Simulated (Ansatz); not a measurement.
**Abstraction of H: SbH(CH3)2 + SiH2(CH2)Cl → SbH(CH2)(CH3) + SiH2(CH3)Cl**

Species: SbH(CH3)2, singlet; SiH2(CH2)Cl, doublet; SbH(CH2)(CH3), doublet; SiH2(CH3)Cl, singlet. A radical takes H: the energy is the difference in strength between two C–H bonds in different surroundings.

Shapes, held fixed at every level: PBE0-D4/def2-TZVP. Flexible molecules stand in one conformer, not always the lowest. Programs: Ansatz 0.2.0. The zero-point and thermal change to 298 K, harmonic and unscaled (PBE0-D4/def2-TZVP), is -1.2 kJ/mol.

```
               level                   kind  ΔH(298 K) (kJ/mol)  less CCSD(T)/def2-TZVPP  CPU time (sum over the molecules)
    SPW92/def2-TZVPP                    LDA                -7.3                     -7.3                               13 s
   PBE-D4/def2-TZVPP                    GGA                -2.5                     -2.5                               23 s
r2SCAN-D4/def2-TZVPP               meta-GGA                -1.8                     -1.8                               49 s
   B2PLYP/def2-TZVPP          double hybrid                +0.5                     +0.5                               48 s
      MP2/def2-TZVPP    perturbation theory                +2.6                     +2.6                                  –
     CCSD/def2-TZVPP  coupled cluster or CI                +0.7                     +0.7                                  –
  CCSD(T)/def2-TZVPP  coupled cluster or CI                 0.0                      0.0                             23 min
```

The highest level, CCSD(T)/def2-TZVPP, gives ΔH(298 K) = 0.0 kJ/mol; the levels span -7.3 to +2.6. That is about zero within the method's error. They disagree on the sign: 4 of 7 are positive. The column of differences is taken from that level and isn't an error. No measured value is set beside it here. Open shells run unrestricted unless RO is named. For atoms past krypton def2 sets carry core potentials with scalar relativity. Correlated rows may include outer-core shells of Sb, which these sets cover unevenly. Times are processor times on shared x86 and Arm servers, and rough.

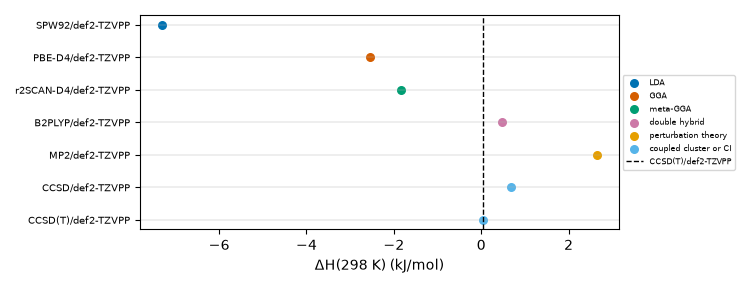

The values of the table, level by level.
